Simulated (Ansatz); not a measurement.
C, carrier doping

The reference is C in the diamond structure (space group Fd-3m, No. 227; a = 3.5716 Å).

Carriers are added at fixed cell with a uniform background; the Fermi–Dirac width is that of 300 K.

Level of theory: Ansatz (a program for electronic structure) PBE, no spin-orbit coupling, earlier PAW set.

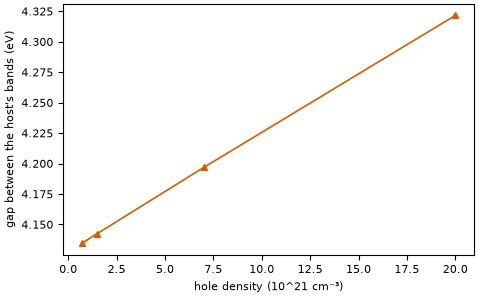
Gap between the host's bands against hole density

From the plot, what is the gap between the host's bands for holes 7.0×10^20 cm⁻³?

About 4.13 eV.

Is the trend monotonic over the range shown?

Yes, it rises throughout, spanning 4.13 eV to 4.32 eV.

Carriers are added with a uniform compensating background; total energy and stress of such cells depend on the potential's zero and are not compared; many-body gap narrowing is missing at this level. Gaps are Kohn–Sham eigenvalue differences; semilocal functionals usually give less than the measured gap. Whether these cells are dynamically stable was not tested.
